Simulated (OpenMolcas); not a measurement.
How basis sets differ on Si3H7 (SMILES [SiH3][SiH][SiH3])

Si3H7: 10 atoms, total charge 0, spin state doublet. As SMILES, `[SiH3][SiH][SiH3]`. The coordinates come from a PBE0-D4/def2-TZVP relaxation.

Quantity: the dipole moment, in D. The values are calculated.

```tsv
level	kind	program	value (D)	CPU time
ROHF/ANO-L-MB	Hartree–Fock	OpenMolcas	0.18	5.7 s
UHF/STO-3G	Hartree–Fock	OpenMolcas	0.46	2.1 s
UHF/3-21G	Hartree–Fock	OpenMolcas	0.02	2.7 s
UHF/cc-pVDZ	Hartree–Fock	OpenMolcas	0.07	9.1 s
```

The values span 0.02 to 0.46 D. Magnitudes only. Sets without polarisation functions give poor dipoles. CPU times are rough (shared hosts, several kinds of processor and program).

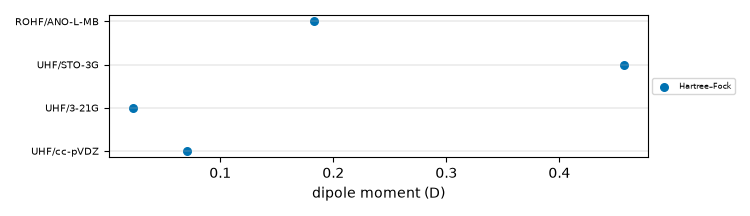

The values of the table, level by level.
